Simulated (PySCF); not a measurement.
**SiHF2 (SMILES F[SiH]F) at NEVPT2(3,3)/STO-6G**

What is the energy change on altering one bond length of SiHF2 at NEVPT2(3,3)/STO-6G? Input form: a Python script.

Program for the calculation: PySCF 2.14.0.

15 further runs of the same task are left out: 5 that didn't finish, 10 set aside as unsound or not needed.

## Step 1: Starting point

The species is SiHF2 (4 atoms), meant as a doublet with charge 0. As SMILES, `F[SiH]F`. The coordinates come from a GFN2-xTB relaxation.

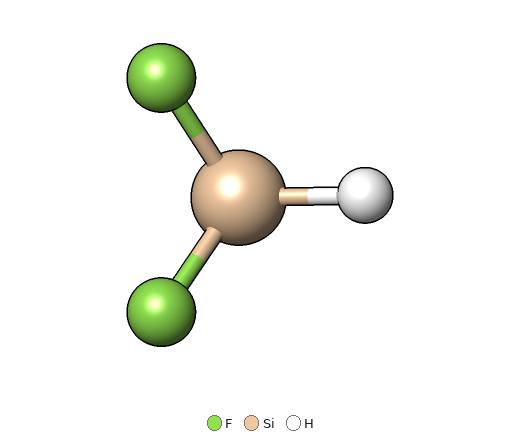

The structure, seen from a chosen angle (fluorine green, silicon light orange, hydrogen white).

## Step 2: A single-point energy at NEVPT2(3,3)/STO-6G

The input, calc.py:

```python
# F[SiH]F
import numpy
from pyscf import gto, scf, mp, mcscf, mrpt

mol = gto.Mole()
mol.atom = [
    ('F', (1.226950, 0.652980, -0.410280)),
    ('Si', (-0.028060, -0.342890, -0.301090)),
    ('F', (-1.234200, 0.716240, -0.252780)),
    ('H', (0.035310, -1.026330, 0.964150)),
]
mol.verbose = 4
mol.charge = 0
mol.spin = 1
mol.max_memory = 1860
mol.basis = 'sto-6g'
mol.build()

mf = mol.ROHF()
mf.conv_tol = 1e-10
mf.kernel()
if not mf.converged:
    mf = mf.newton().run(mf.mo_coeff, mf.mo_occ)

pt = mp.MP2(scf.addons.convert_to_uhf(mf)).run()
noons, natorbs = mcscf.addons.make_natural_orbitals(pt)
print('natural occupations', numpy.round(noons[:40], 4))
cas = mcscf.CASSCF(mf, 3, 3)
cas.fix_spin_(ss=0.75)
cas.natorb = True
cas.kernel(natorbs)
e_pt2 = mrpt.NEVPT(cas).kernel()
etot = cas.e_tot + e_pt2
print('E(%s) = %.9f' % ('NEVPT2', etot))
```

Run with:

```sh
OMP_NUM_THREADS=1 python calc.py
```

Log:

```text
PySCF version 2.14.0

[INPUT] num. atoms = 4
[INPUT] num. electrons = 33
[INPUT] charge = 0
[INPUT] spin (= nelec alpha-beta = 2S) = 1
[INPUT] symmetry False subgroup None
[INPUT] Mole.unit = angstrom
[INPUT] Symbol           X                Y                Z      unit          X                Y                Z       unit  Magmom
[INPUT]  1 F      1.226950000000   0.652980000000  -0.410280000000 AA    2.318599468535   1.233953364818  -0.775316834387 Bohr   0.0
[INPUT]  2 Si    -0.028060000000  -0.342890000000  -0.301090000000 AA   -0.053025715055  -0.647968190852  -0.568977638845 Bohr   0.0
[INPUT]  3 F     -1.234200000000   0.716240000000  -0.252780000000 AA   -2.332299982938   1.353497439458  -0.477684969768 Bohr   0.0
[INPUT]  4 H      0.035310000000  -1.026330000000   0.964150000000 AA    0.066726229458  -1.939482613425   1.821979442999 Bohr   0.0

nuclear repulsion = 109.410123102376
number of shells = 12
number of NR pGTOs = 120
number of NR cGTOs = 20
basis = sto-6g
ecp = {}

******** <class 'pyscf.scf.rohf.ROHF'> ********
method = ROHF
initial guess = minao
damping factor = 0
level_shift factor = 0
DIIS = <class 'pyscf.scf.diis.CDIIS'>
diis_start_cycle = 1
diis_space = 8
diis_damp = 0
SCF conv_tol = 1e-10
SCF conv_tol_grad = None
SCF max_cycles = 50
direct_scf = True
direct_scf_tol = 1e-13
num. doubly occ = 16  num. singly occ = 1
Set gradient conv threshold to 1e-05
init E= -486.201602474669
  HOMO = -0.105867584969951  LUMO = 0.307132930231057  gap/eV = 11.23832
cycle= 1 E= -486.275532965752  delta_E= -0.0739  |g|= 0.404  |ddm|= 1.71
  HOMO = -0.0709833609292222  LUMO = 0.476064558450085  gap/eV = 14.88593
cycle= 2 E= -486.3665697902  delta_E= -0.091  |g|= 0.119  |ddm|= 0.767
  HOMO = -0.0344490221550658  LUMO = 0.496726598722782  gap/eV = 14.45402
cycle= 3 E= -486.376942316778  delta_E= -0.0104  |g|= 0.0345  |ddm|= 0.199
  HOMO = -0.0365764517056631  LUMO = 0.499974530106948  gap/eV = 14.60030
cycle= 4 E= -486.378516309394  delta_E= -0.00157  |g|= 0.00726  |ddm|= 0.109
  HOMO = -0.0390057838465907  LUMO = 0.499857564915977  gap/eV = 14.66322
cycle= 5 E= -486.378563027614  delta_E= -4.67e-05  |g|= 0.00103  |ddm|= 0.0165
  HOMO = -0.0386107547084523  LUMO = 0.499940623822595  gap/eV = 14.65473
cycle= 6 E= -486.378564163628  delta_E= -1.14e-06  |g|= 0.000289  |ddm|= 0.00256
  HOMO = -0.0386965748375698  LUMO = 0.499919557313717  gap/eV = 14.65649
cycle= 7 E= -486.378564245135  delta_E= -8.15e-08  |g|= 6.17e-05  |ddm|= 0.000697
  HOMO = -0.0386987092336615  LUMO = 0.49992256426337  gap/eV = 14.65663
cycle= 8 E= -486.378564249198  delta_E= -4.06e-09  |g|= 1.01e-05  |ddm|= 0.000174
  HOMO = -0.0387026376479027  LUMO = 0.499921755306959  gap/eV = 14.65672
cycle= 9 E= -486.378564249282  delta_E= -8.38e-11  |g|= 8e-07  |ddm|= 2.46e-05
  HOMO = -0.0387023314159878  LUMO = 0.499921807438185  gap/eV = 14.65671
Extra cycle  E= -486.378564249282  delta_E= -6.82e-13  |g|= 2.83e-07  |ddm|= 1.42e-06
converged SCF energy = -486.378564249282

******** <class 'pyscf.mp.ump2.UMP2'> ********
nocc = (np.int64(17), np.int64(16)), nmo = (20, 20)
E(UMP2) = -486.439330583545  E_corr = -0.0607663342627776
E(SCS-UMP2) = -486.442315756295  E_corr = -0.0637515070129582
E_corr(same-spin) = -0.0105785701181249
E_corr(oppo-spin) = -0.0501877641446527
natural occupations [2.     2.     2.     2.     1.9998 1.9998 1.9998 1.9996 1.9996 1.9969
 1.9969 1.9957 1.9953 1.9925 1.9855 1.9832 1.0063 0.0192 0.0173 0.0125]

******** <class 'pyscf.mcscf.mc1step.CASSCF'> ********
CAS (2e+1e, 3o), ncore = 15, nvir = 2
max_cycle_macro = 50
max_cycle_micro = 4
conv_tol = 1e-07
conv_tol_grad = None
orbital rotation max_stepsize = 0.02
orbital rotation threshold for CI restart = 0.01
augmented hessian ah_max_cycle = 30
augmented hessian ah_conv_tol = 1e-12
augmented hessian ah_linear dependence = 1e-14
augmented hessian ah_level shift = 1e-08
augmented hessian ah_start_tol = 2.5
augmented hessian ah_start_cycle = 3
augmented hessian ah_grad_trust_region = 3
kf_trust_region = 3
kf_interval = 4
ci_response_space = 4
ci_grad_trust_region = 3
with_dep4 0
natorb = True
canonicalization = True
sorting_mo_energy = False
ao2mo_level = 2
internal_rotation = False
******** <class 'pyscf.fci.addons.SpinPenaltyFCISolver'> ********
max. cycles = 50
conv_tol = 1e-08
davidson only = True
linear dependence = 1e-12
level shift = 0.001
max iter space = 12
nroots = 1
pspace_size = 400
spin = None
CASCI E = -486.384320883856  S^2 = 0.7500000
Set conv_tol_grad to 0.000316228
macro iter   1 ( 21 JK    4 micro), CASSCF E = -486.385919593901  dE = -1.59871005e-03  S^2 = 0.7500000
               |grad[o]|=0.0178  |grad[c]|=0.0688  |ddm|=0.00483  |maxRot[o]|=0.224
macro iter   2 ( 21 JK    4 micro), CASSCF E = -486.387245424284  dE = -1.32583038e-03  S^2 = 0.7500000
               |grad[o]|=0.00669  |grad[c]|=0.00764  |ddm|=0.00334  |maxRot[o]|=0.167
macro iter   3 ( 21 JK    4 micro), CASSCF E = -486.389690963784  dE = -2.44553950e-03  S^2 = 0.7500000
               |grad[o]|=0.00875  |grad[c]|=0.00853  |ddm|=0.00273  |maxRot[o]|=0.185
macro iter   4 ( 21 JK    4 micro), CASSCF E = -486.392397663908  dE = -2.70670012e-03  S^2 = 0.7500000
               |grad[o]|=0.0107  |grad[c]|=0.0118  |ddm|=0.0035  |maxRot[o]|=0.203
macro iter   5 ( 21 JK    4 micro), CASSCF E = -486.392705032970  dE = -3.07369063e-04  S^2 = 0.7500000
               |grad[o]|=0.0101  |grad[c]|=0.00717  |ddm|=0.00885  |maxRot[o]|=0.0805
macro iter   6 ( 21 JK    4 micro), CASSCF E = -486.392814090377  dE = -1.09057407e-04  S^2 = 0.7500000
               |grad[o]|=0.00707  |grad[c]|=0.00772  |ddm|=0.00327  |maxRot[o]|=0.0322
macro iter   7 ( 21 JK    4 micro), CASSCF E = -486.392764322302  dE =  4.97680757e-05  S^2 = 0.7500000
               |grad[o]|=0.00657  |grad[c]|=0.00474  |ddm|=0.00394  |maxRot[o]|=0.013
macro iter   8 ( 21 JK    4 micro), CASSCF E = -486.393338237747  dE = -5.73915446e-04  S^2 = 0.7500000
               |grad[o]|=0.00668  |grad[c]|=0.00256  |ddm|=0.00332  |maxRot[o]|=0.048
macro iter   9 ( 20 JK    4 micro), CASSCF E = -486.393872182212  dE = -5.33944464e-04  S^2 = 0.7500000
               |grad[o]|=0.00491  |grad[c]|=0.00101  |ddm|=0.00178  |maxRot[o]|=0.0702
macro iter  10 ( 14 JK    4 micro), CASSCF E = -486.393927245462  dE = -5.50632507e-05  S^2 = 0.7500000
               |grad[o]|=0.00238  |grad[c]|=0.00133  |ddm|=0.0011  |maxRot[o]|=0.0148
macro iter  11 ( 14 JK    4 micro), CASSCF E = -486.393947381588  dE = -2.01361258e-05  S^2 = 0.7500000
               |grad[o]|=0.0019  |grad[c]|=0.00143  |ddm|=0.000629  |maxRot[o]|=0.0093
macro iter  12 ( 13 JK    4 micro), CASSCF E = -486.393928837401  dE =  1.85441873e-05  S^2 = 0.7500000
               |grad[o]|=0.00166  |grad[c]|=0.0012  |ddm|=0.000375  |maxRot[o]|=0.00674
macro iter  13 ( 16 JK    4 micro), CASSCF E = -486.393963105681  dE = -3.42682798e-05  S^2 = 0.7500000
               |grad[o]|=0.00181  |grad[c]|=0.000754  |ddm|=0.000549  |maxRot[o]|=0.0115
macro iter  14 ( 14 JK    4 micro), CASSCF E = -486.393933737617  dE =  2.93680633e-05  S^2 = 0.7500000
               |grad[o]|=0.00142  |grad[c]|=0.000955  |ddm|=0.000431  |maxRot[o]|=0.0084
macro iter  15 ( 20 JK    4 micro), CASSCF E = -486.394017230969  dE = -8.34933517e-05  S^2 = 0.7500000
               |grad[o]|=0.00172  |grad[c]|=0.000295  |ddm|=0.000366  |maxRot[o]|=0.0218
macro iter  16 (  4 JK    1 micro), CASSCF E = -486.394027699271  dE = -1.04683018e-05  S^2 = 0.7500000
               |grad[o]|=0.000568  |grad[c]|=0.000303  |ddm|=0.000186  |maxRot[o]|=0.012
macro iter  17 (  3 JK    1 micro), CASSCF E = -486.394027705610  dE = -6.33923491e-09  S^2 = 0.7500000
               |grad[o]|=7.23e-05  |grad[c]|=3.91e-05  |ddm|=5.51e-05  |maxRot[o]|=0.00014
1-step CASSCF converged in  17 macro (286 JK  62 micro) steps
CASSCF canonicalization
Natural occ [1.97848235 1.00098267 0.02053498]
Natural orbital (expansion on meta-Lowdin AOs) in CAS space
               #1        #2        #3
0 F 1s          -0.00017  -0.00038   0.00034
0 F 2s           0.01621   0.02125  -0.02449
0 F 2px         -0.15822  -0.07408   0.12687
0 F 2py          0.00258  -0.18730  -0.08160
0 F 2pz         -0.03565  -0.18200  -0.02098
1 Si 1s          0.00014   0.00005   0.00013
1 Si 2s          0.00458  -0.00291  -0.00134
1 Si 3s         -0.25804  -0.49313   0.32001
1 Si 2px        -0.01852  -0.00039   0.01007
1 Si 2py         0.01341  -0.00642  -0.00921
1 Si 2pz         0.00011  -0.00548  -0.00237
1 Si 3px         0.37392   0.04135  -0.55895
1 Si 3py        -0.22790   0.43527   0.50125
1 Si 3pz         0.10257   0.60754   0.09733
2 F 1s          -0.00186  -0.00036   0.00257
2 F 2s          -0.08668   0.01890  -0.22689
2 F 2px         -0.58053   0.05663  -0.36299
2 F 2py          0.57981  -0.19375   0.33598
2 F 2pz          0.04979  -0.17930   0.00676
3 H 1s           0.14433   0.22152  -0.06542
<CAS-nat-orb|mo-hf>  16     12       0.57850664
<CAS-nat-orb|mo-hf>  16     15      -0.44342229
<CAS-nat-orb|mo-hf>  17     17      -0.99977544
<CAS-nat-orb|mo-hf>  18     18      -0.68128522
<CAS-nat-orb|mo-hf>  18     19       0.70377678
CASSCF energy = -486.394027705610
CASCI E = -486.394027705610  E(CI) = -2.81428906601701  S^2 = 0.7500000

******** <class 'pyscf.mrpt.nevpt2.NEVPT'> ********
NEVPT2 (2e+1e, 3o), ncore = 15, nvir = 2
root = 0
Natural occ [1.97848235 1.00098267 0.02053498]
Natural orbital (expansion on meta-Lowdin AOs) in CAS space
               #1        #2        #3
0 F 1s          -0.00017  -0.00038   0.00034
0 F 2s           0.01621   0.02125  -0.02449
0 F 2px         -0.15822  -0.07408   0.12687
0 F 2py          0.00258  -0.18730  -0.08160
0 F 2pz         -0.03565  -0.18200  -0.02098
1 Si 1s          0.00014   0.00005   0.00013
1 Si 2s          0.00458  -0.00291  -0.00134
1 Si 3s         -0.25804  -0.49313   0.32001
1 Si 2px        -0.01852  -0.00039   0.01007
1 Si 2py         0.01341  -0.00642  -0.00921
1 Si 2pz         0.00011  -0.00548  -0.00237
1 Si 3px         0.37392   0.04135  -0.55895
1 Si 3py        -0.22790   0.43527   0.50125
1 Si 3pz         0.10257   0.60754   0.09733
2 F 1s          -0.00186  -0.00036   0.00257
2 F 2s          -0.08668   0.01890  -0.22689
2 F 2px         -0.58053   0.05663  -0.36299
2 F 2py          0.57981  -0.19375   0.33598
2 F 2pz          0.04979  -0.17930   0.00676
3 H 1s           0.14433   0.22152  -0.06542
<CAS-nat-orb|mo-hf>  16     12       0.57850664
<CAS-nat-orb|mo-hf>  16     15      -0.44342229
<CAS-nat-orb|mo-hf>  17     17      -0.99977544
<CAS-nat-orb|mo-hf>  18     18      -0.68128522
<CAS-nat-orb|mo-hf>  18     19       0.70377678
Sr    (-1)',   E = -0.00007516418778
Si    (+1)',   E = -0.00365511758202
Sijrs (0)  ,   E = -0.01960253345178
Sijr  (+1) ,   E = -0.01238700970980
Srsi  (-1) ,   E = -0.00266524925084
Srs   (-2) ,   E = -0.00036347519297
Sij   (+2) ,   E = -0.00213795399726
Sir   (0)' ,   E = -0.00785955958400
Nevpt2 Energy = -0.048746062956442
E(NEVPT2) = -486.442773769
```

It took 1.6 s on 1 thread of Arm Neoverse V2, shared host; peak memory 0.12 GiB.

## Step 3: The distorted shape, same level

The input, start.xyz:

```xyz
4
F2HSi
F      2.674284    -0.617946    -0.468251
Si     1.419274    -1.613816    -0.359061
F     -1.234200     0.716240    -0.252780
H      1.482644    -2.297256     0.906179
```

The input, job.py:

```python
import numpy
from pyscf import gto, scf, mp, mcscf, mrpt

mol = gto.M(
    atom='start.xyz',
    max_memory=1860,
    spin=1,
    basis='sto-6g',
    verbose=3,
)

mf = mol.ROHF()
mf.conv_tol = 1e-10
mf.kernel()
if not mf.converged:
    mf = mf.newton().run(mf.mo_coeff, mf.mo_occ)

pt = mp.MP2(scf.addons.convert_to_uhf(mf)).run()
noons, natorbs = mcscf.addons.make_natural_orbitals(pt)
print('natural occupations', numpy.round(noons[:40], 4))
cas = mcscf.CASSCF(mf, 3, 3)
cas.fix_spin_(ss=0.75)
cas.natorb = True
cas.kernel(natorbs)
e_pt2 = mrpt.NEVPT(cas).kernel()
energy = cas.e_tot + e_pt2
print('E = %.10f Eh' % energy)
```

Run with:

```sh
OMP_NUM_THREADS=1 python job.py
```

Log:

```text
SCF not converged.
SCF energy = -486.284981653209
converged SCF energy = -486.284981653218
E(UMP2) = -486.338218553686  E_corr = -0.0532369004682946
E(SCS-UMP2) = -486.341803468386  E_corr = -0.0568218151680068
natural occupations [2.     2.     2.     2.     2.     2.     2.     1.9999 1.9998 1.9998
 1.9997 1.9978 1.9911 1.9872 1.9866 1.9791 1.     0.023  0.0214 0.0146]
CASSCF energy = -486.296674254072
CASCI E = -486.296674254072  E(CI) = -2.10286829369437  S^2 = 0.7500000
Sr    (-1)',   E = -0.00000008371189
Si    (+1)',   E = -0.00000350181965
Sijrs (0)  ,   E = -0.02256070784404
Sijr  (+1) ,   E = -0.01334852672299
Srsi  (-1) ,   E = -0.00147209227497
Srs   (-2) ,   E = -0.00251900639830
Sij   (+2) ,   E = -0.00246182166722
Sir   (0)' ,   E = -0.00133020382667
Nevpt2 Energy = -0.043695944265739
E = -486.3403701983 Eh
```

Wall time 1.9 s (1 thread of Arm Neoverse V2, shared host); peak memory 0.12 GiB.

## Step 4: Outcome

At NEVPT2(3,3)/STO-6G:

| quantity | value |
| --- | --- |
| first shape: total energy | -486.44277 Eh |
| first shape: dipole moment (Hartree–Fock density) | 2.12 D |
| distorted shape: total energy | -486.34037 Eh |
| distorted shape: dipole moment (Hartree–Fock density) | 0.63 D |
| energy change with the Si2–F3 bond stretched from 1.606 to 3.533 Å | 2.787 eV |

In words: With the Si2–F3 bond stretched from 1.606 to 3.533 Å the energy rises by 2.79 eV (269 kJ/mol). The first shape isn't relaxed at this level, so the change isn't measured from a minimum. The minimal basis adds a large error of its own. Mulliken charges (first shape) of the mean-field density run from -0.35 on F1 to +0.89 on Si2; they depend strongly on the basis. Mulliken charges (distorted shape) of the mean-field density run from -0.35 on F1 to +0.60 on Si2; they depend strongly on the basis.
